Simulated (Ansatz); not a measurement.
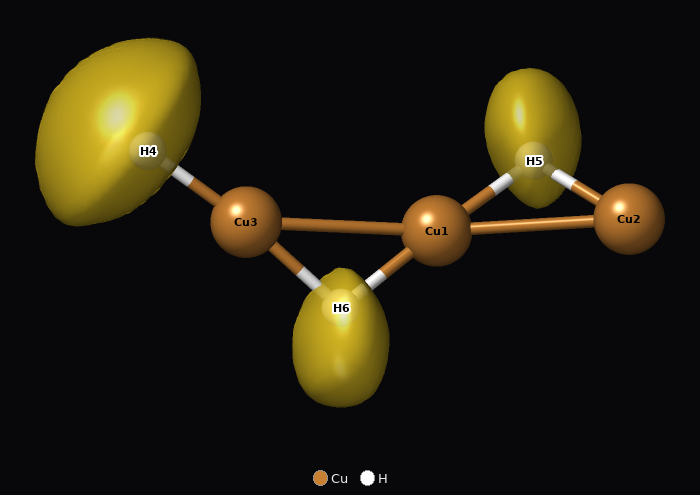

Cu$_{3}$H$_{3}$ (charge −1, doublet). Isosurface of the ELF at 0.9 (yellow), seen at a tilt. Only the valence region is drawn (cores and ρ < 0.01 e/Å³ removed).

Geometry: PBE0-D4/def2-SVPD.

Level of theory: UKS PBE0-D4/def2-TZVPD in Ansatz 0.2.0.

```json
{"atom": "Cu", "x (Å)": "0.6821", "y (Å)": "-0.1135", "z (Å)": "0.0050"}
{"atom": "Cu", "x (Å)": "2.8241", "y (Å)": "1.0577", "z (Å)": "-0.1611"}
{"atom": "Cu", "x (Å)": "-1.7583", "y (Å)": "-0.3597", "z (Å)": "0.3637"}
{"atom": "H", "x (Å)": "-3.1764", "y (Å)": "-0.2264", "z (Å)": "-0.2371"}
{"atom": "H", "x (Å)": "1.7803", "y (Å)": "0.2068", "z (Å)": "-1.1093"}
{"atom": "H", "x (Å)": "-0.3517", "y (Å)": "-0.5650", "z (Å)": "1.1388"}
```

Q: Describe the localisation domains.

A: At this value the surface marks out three regions around hydrogen nuclei.

Values along the shortest contacts:
Cu–Cu (2.45 Å): the ELF is about 0.20 at the midpoint. Cu–H (1.55 Å): the ELF climbs to about 1 towards the hydrogen.
